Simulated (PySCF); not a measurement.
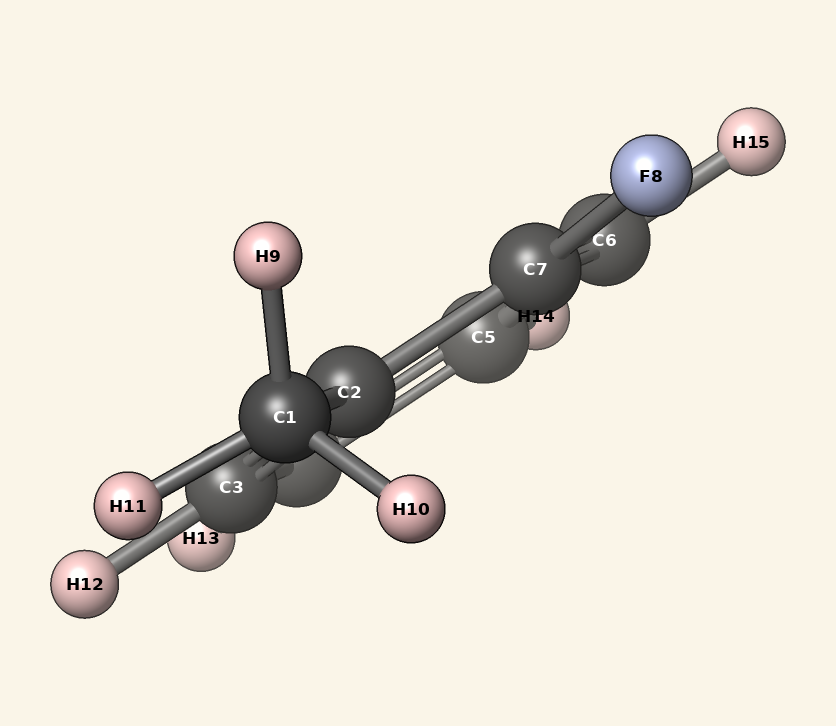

C2 lies behind C1. The molecule seen a little off the C1–C2 bond, C1 in front. Depth is shown by fading: the farther an atom, the more it takes the colour of the background. The computed structure is the end point of a PBE0-D3(BJ)/def2-SVP optimisation. No frequency run is at hand to confirm it as a minimum.

> What is the torsion angle H9–C1–C2–C3? The sign is positive where the front bond must turn clockwise to cover the back bond.

−126°, anticlinal.
